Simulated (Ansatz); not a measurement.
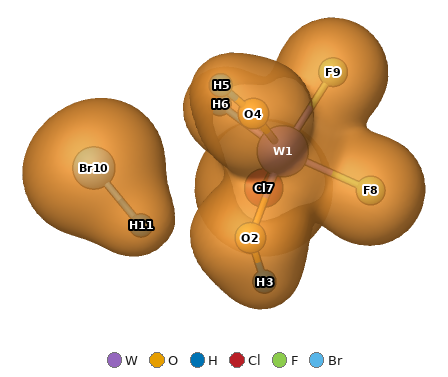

The picture shows: ClF$_{2}$H$_{3}$O$_{2}$W···HBr. Isosurface of the electron density at 0.15 e/Å³ (orange), seen at a tilt.

Core potentials replace the inner electrons of W; not at a stationary point (largest force 1.9 eV/Å).

Level of theory: Ansatz, RHF/def2-SVP.

```csv
atom,x (Å),y (Å),z (Å)
W,-0.1196,-0.4825,-0.0227
O,-0.5332,-0.4829,1.8396
H,-1.1349,-1.0710,2.2806
O,1.4091,0.4178,0.3725
H,1.8755,1.2436,0.3350
H,-0.5316,0.9568,-0.7447
Cl,-2.4129,-0.5464,-0.4988
F,-0.2546,-2.3691,-0.0177
F,0.5569,-0.8450,-1.7151
Br,-0.4778,2.8615,1.7175
H,-0.4900,1.6167,2.5329
```

Question: How is the density connected at this value?

Answer: At this value the surface falls into two separate pieces. It bridges the sampled W–O (1.82 Å), W–F (1.86 Å) and W–Cl (2.34 Å) contacts, where the density stays above the isovalue. It is pinched off along the sampled O···H (2.21 Å) contacts. On the grid the lowest density along these lines, outside the cores, is 0.11 e/Å³ (O···H, 2.21 Å), 1.3 e/Å³ (W–O, 1.82 Å), 1 e/Å³ (W–F, 1.86 Å) and 0.67 e/Å³ (W–Cl, 2.34 Å).
